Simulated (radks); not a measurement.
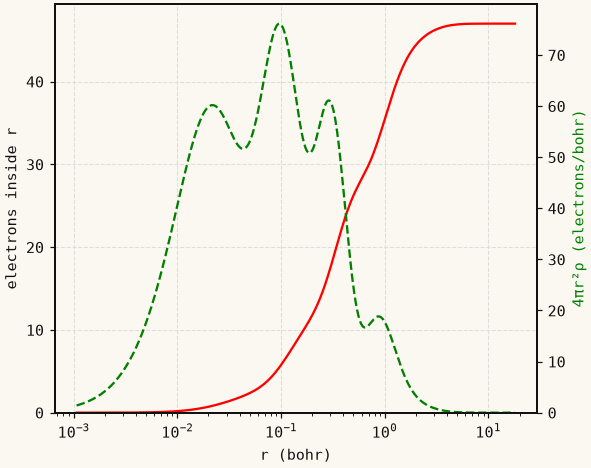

The neutral silver atom in the configuration [Kr] 4d10 5s1 (high spin). Method: scalar-relativistic Kohn-Sham, PBE, spin-polarised, spherical densities, finite nucleus; computed with the in-house radial solver radks.

The plot shows the number of electrons inside radius r (solid) and the radial density 4πr²ρ (dashed).

### Describe it and give its main numbers.

The count levels off at 47 electrons. Half of them lie within 0.414 bohr, 90 % within 1.57 bohr and 99 % within 3.52 bohr. The radial density has minima at 0.0431, 0.188 and 0.649 bohr, where the count stands at 2.0, 11.1 and 29.1; these part the shells that the density resolves.
